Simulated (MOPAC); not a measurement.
C2H7BO (charge +1): single-point calculation

- system: C2H7BO, charge +1, multiplicity 2
- method: PM3, unrestricted (MOPAC 23.2.5)

The geometry was optimised with PM3.

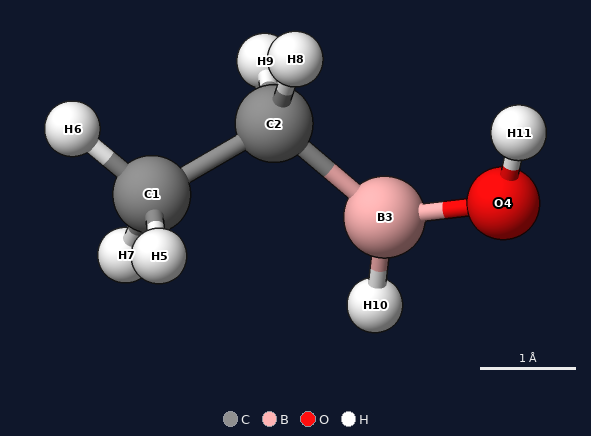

Figure 1. The input geometry (ball-and-stick view, seen at a tilt; atoms are numbered from 1 in the order of the input).

**Input (mol.mop)**
```
PM3 DOUBLET 1SCF DISP CHARGE=1 AUX(PRECISION=6) THREADS=1


C     -0.538936 +1     1.280543 +1     0.160060 +1
C     -0.142014 +1    -0.129540 +1     0.527111 +1
B      0.832174 +1    -0.725183 +1    -0.527163 +1
O      0.759681 +1    -1.993852 +1    -0.978100 +1
H     -1.081513 +1     1.312680 +1    -0.794572 +1
H     -1.195150 +1     1.723299 +1     0.921176 +1
H      0.335553 +1     1.937775 +1     0.059555 +1
H     -1.043487 +1    -0.753700 +1     0.677591 +1
H      0.394349 +1    -0.142314 +1     1.498851 +1
H      1.694063 +1    -0.142944 +1    -1.000752 +1
H      0.065156 +1    -2.538921 +1    -0.634919 +1
```

Machine: 1 thread of AMD EPYC (Zen 5), 128 GiB of memory available, shared host.

Command:
```bash
mopac mol.mop
```

**What the program printed**
```
MOPAC v23.2.5
PM3 CALCULATION RESULTS

 *  PM3        - The PM3 Hamiltonian to be used
 *  DOUBLET    - SPIN STATE DEFINED AS A DOUBLET
 *
 *
 *
 *                 CHARGE ON SYSTEM = +1
 *
 *
 *
 *  1SCF       - DO 1 SCF AND THEN STOP
 *  THREADS=1  - MULTI-THREADING NOT USED
 *  AUX        - OUTPUT AUXILIARY INFORMATION
 *  DISP       - PRINT DISPERSION AND HYDROGEN BOND ENERGIES
PM3 DOUBLET 1SCF DISP CHARGE=1 AUX(PRECISION=6) THREADS=1

   ATOM   CHEMICAL          X               Y               Z
  NUMBER   SYMBOL      (ANGSTROMS)     (ANGSTROMS)     (ANGSTROMS)

     1       C         -0.53893600  *   1.28054300  *   0.16006000  *
     2       C         -0.14201400  *  -0.12954000  *   0.52711100  *
     3       B          0.83217400  *  -0.72518300  *  -0.52716300  *
     4       O          0.75968100  *  -1.99385200  *  -0.97810000  *
     5       H         -1.08151300  *   1.31268000  *  -0.79457200  *
     6       H         -1.19515000  *   1.72329900  *   0.92117600  *
     7       H          0.33555300  *   1.93777500  *   0.05955500  *
     8       H         -1.04348700  *  -0.75370000  *   0.67759100  *
     9       H          0.39434900  *  -0.14231400  *   1.49885100  *
    10       H          1.69406300  *  -0.14294400  *  -1.00075200  *
    11       H          0.06515600  *  -2.53892100  *  -0.63491900  *

          CARTESIAN COORDINATES

    NO.       ATOM           X           Y           Z

     1         C         -0.5389      1.2805      0.1601
     2         C         -0.1420     -0.1295      0.5271
     3         B          0.8322     -0.7252     -0.5272
     4         O          0.7597     -1.9939     -0.9781
     5         H         -1.0815      1.3127     -0.7946
     6         H         -1.1951      1.7233      0.9212
     7         H          0.3356      1.9378      0.0596
     8         H         -1.0435     -0.7537      0.6776
     9         H          0.3943     -0.1423      1.4989
    10         H          1.6941     -0.1429     -1.0008
    11         H          0.0652     -2.5389     -0.6349

           Empirical Formula: C2 H7 O B  =    11 atoms

      MOLECULAR POINT GROUP   :   C1

 DOUBLET STATE CALCULATION

          UHF CALCULATION, NO. OF ALPHA ELECTRONS =   12
                           NO. OF BETA  ELECTRONS =   11

 -------------------------------------------------------------------------------
 PM3 DOUBLET 1SCF DISP CHARGE=1 AUX(PRECISION=6) THREADS=1

     1SCF WAS SPECIFIED, SO BFGS WAS NOT USED
     SCF FIELD WAS ACHIEVED

                              PM3 CALCULATION

          FINAL HEAT OF FORMATION =        160.46367 KCAL/MOL =     671.37998 KJ/MOL

          TOTAL ENERGY            =     -16730.04370 KCAL/MOL = ELECTRONIC ENERGY + CORE-CORE REPULSION
          ENERGY OF ATOMS         =      16890.50737 KCAL/MOL
                              SUM =        160.46367 KCAL/MOL
          DISPERSION ENERGY       =          0.00000 KCAL/MOL
                              SUM =        160.46367 KCAL/MOL = FINAL HEAT OF FORMATION

          TOTAL ENERGY            =       -725.48336 EV
          ELECTRONIC ENERGY       =      -2247.34777 EV
          CORE-CORE REPULSION     =       1521.86441 EV
          COSMO AREA              =        105.76 SQUARE ANGSTROMS
          COSMO VOLUME            =         89.34 CUBIC ANGSTROMS

          IONIZATION POTENTIAL    =         17.762381 EV
          ALPHA SOMO LUMO (EV)    =        -17.906 -5.482
          BETA  SOMO LUMO (EV)    =        -17.762-10.510
          NO. OF ALPHA ELECTRONS  =         12
          NO. OF BETA  ELECTRONS  =         11
          MOLECULAR WEIGHT        =         57.8867         POINT GROUP:  C1

          MOLECULAR DIMENSIONS (Angstroms)

            Atom       Atom       Distance
            H    11    H     6     4.70917
            H    10    H     8     3.18506
            H     5    H     9     2.90724

          SCF CALCULATIONS        =          1

          WALL-CLOCK TIME         =      0.023 SECONDS
          COMPUTATION TIME        =      0.027 SECONDS

   ATOM   CHEMICAL          X               Y               Z
  NUMBER   SYMBOL      (ANGSTROMS)     (ANGSTROMS)     (ANGSTROMS)

     1       C         -0.53893600  *   1.28054300  *   0.16006000  *
     2       C         -0.14201400  *  -0.12954000  *   0.52711100  *
     3       B          0.83217400  *  -0.72518300  *  -0.52716300  *
     4       O          0.75968100  *  -1.99385200  *  -0.97810000  *
     5       H         -1.08151300  *   1.31268000  *  -0.79457200  *
     6       H         -1.19515000  *   1.72329900  *   0.92117600  *
     7       H          0.33555300  *   1.93777500  *   0.05955500  *
     8       H         -1.04348700  *  -0.75370000  *   0.67759100  *
     9       H          0.39434900  *  -0.14231400  *   1.49885100  *
    10       H          1.69406300  *  -0.14294400  *  -1.00075200  *
    11       H          0.06515600  *  -2.53892100  *  -0.63491900  *

                             CARTESIAN COORDINATES

   1    C       -0.538936000     1.280543000     0.160060000
   2    C       -0.142014000    -0.129540000     0.527111000
   3    B        0.832174000    -0.725183000    -0.527163000
   4    O        0.759681000    -1.993852000    -0.978100000
   5    H       -1.081513000     1.312680000    -0.794572000
   6    H       -1.195150000     1.723299000     0.921176000
   7    H        0.335553000     1.937775000     0.059555000
   8    H       -1.043487000    -0.753700000     0.677591000
   9    H        0.394349000    -0.142314000     1.498851000
  10    H        1.694063000    -0.142944000    -1.000752000
  11    H        0.065156000    -2.538921000    -0.634919000

           Empirical Formula: C2 H7 O B  =    11 atoms

      MOLECULAR POINT GROUP   :   C1

          ALPHA EIGENVALUES
 -45.63818 -41.43829 -30.29566 -27.96581 -23.74565 -22.77022 -21.83636 -20.28568
 -19.92587 -19.49886 -17.99012 -17.90579  -5.48244  -4.05005  -3.27507  -2.84030
  -2.55440  -2.32203  -1.91554  -1.31721  -1.25833  -0.98355  -0.85505

           BETA EIGENVALUES
 -45.50985 -40.93200 -29.80060 -27.57309 -22.98992 -22.27536 -21.40021 -20.04715
 -19.59794 -18.39619 -17.76238 -10.51033  -5.37416  -3.62091  -3.12333  -2.53830
  -2.27758  -2.09910  -1.75798  -1.17725  -1.01339  -0.89717  -0.80819

              NET ATOMIC CHARGES AND DIPOLE CONTRIBUTIONS

  ATOM NO.   TYPE          CHARGE      No. of ELECS.   s-Pop       p-Pop
    1          C          -0.106073        4.1061     1.14334     2.96274
    2          C           0.025520        3.9745     1.16406     2.81042
    3          B          -0.084361        3.0844     1.14270     1.94166
    4          O           0.021957        5.9780     1.67794     4.30011
    5          H           0.101397        0.8986     0.89860
    6          H           0.158681        0.8413     0.84132
    7          H           0.096457        0.9035     0.90354
    8          H           0.114908        0.8851     0.88509
    9          H           0.161492        0.8385     0.83851
   10          H           0.247937        0.7521     0.75206
   11          H           0.262085        0.7379     0.73791
 DIPOLE           X         Y         Z       TOTAL
 POINT-CHG.    -0.459     0.407     1.007     1.180
 HYBRID        -0.731    -0.728     0.415     1.112
 SUM           -1.191    -0.321     1.422     1.883

          ATOMIC ORBITAL ELECTRON POPULATIONS

     Atom    s        px        py        pz
    1  C   1.14334   1.04058   0.90955   1.01260
    2  C   1.16406   0.95931   0.99967   0.85144
    3  B   1.14270   0.67475   0.72917   0.53774
    4  O   1.67794   1.43706   1.31642   1.54663
    5  H   0.89860
    6  H   0.84132
    7  H   0.90354
    8  H   0.88509
    9  H   0.83851
   10  H   0.75206
   11  H   0.73791

                    (SZ)    =    0.500000
                    (S**2)  =    0.758726

          ATOMIC ORBITAL SPIN POPULATIONS

    Atom   Total    s     px     py     pz
         Atomic
    1  C  0.0157 -0.006  0.002 -0.005  0.025
    2  C  0.3788  0.009  0.096  0.052  0.222
    3  B  0.1497 -0.032  0.099 -0.007  0.089
    4  O  0.1724  0.014  0.071  0.023  0.065
    5  H  0.0277  0.028
    6  H  0.1021  0.102
    7  H  0.0081  0.008
    8  H  0.0062  0.006
    9  H  0.0311  0.031
   10  H  0.0836  0.084
   11  H  0.0248  0.025

 *                    *
 * JOB ENDED NORMALLY *
 *                    *

 TOTAL JOB TIME:             0.03 SECONDS

 == MOPAC DONE ==
```

**Results in brief**

```tsv
quantity	value
outcome	converged
total energy	−26.661022 hartree
dispersion energy	0.000000 hartree
heat of formation	160.46 kcal/mol
basis functions	23
⟨S²⟩	0.759
peak memory	0.071 GiB
```

MOPAC's energies along a path are heats of formation.
